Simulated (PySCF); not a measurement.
```xyz
2

Mg    0.0000    0.0000   -1.4537
Si    0.0000    0.0000    1.2463
```

Method: PBE0/aug-cc-pVDZ-DK/X2C, spin-free X2C-1e, Gaussian nucleus, at a bond length of 2.700 Å in PySCF 2.14.0.

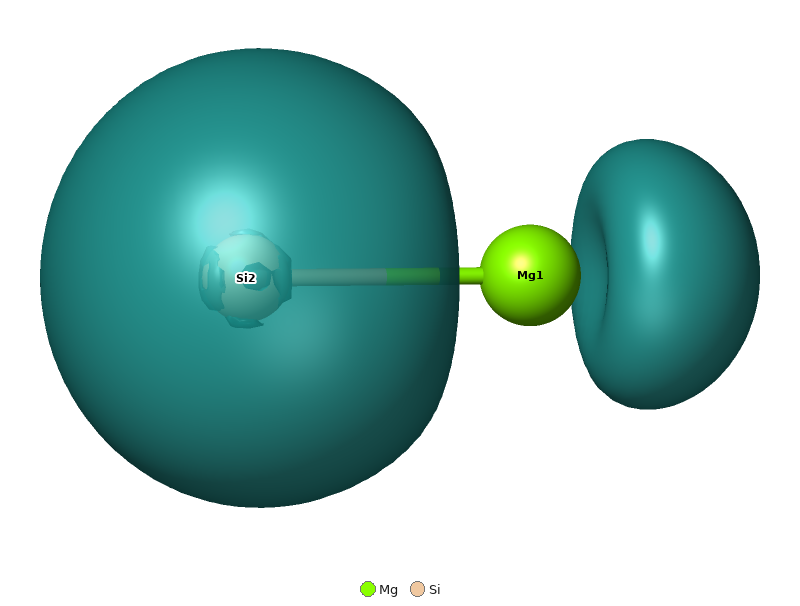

MgSi (charge −1, quartet). Isosurfaces of the spin density at +0.015 (teal) and −0.015 e/Å³ (pink), seen from one side.

> Where is the unpaired spin?

The unpaired spin (3 electrons) lies mostly on Si2 (about 2.3) and Mg1 (about 0.7), in electrons by Hirshfeld's partition.
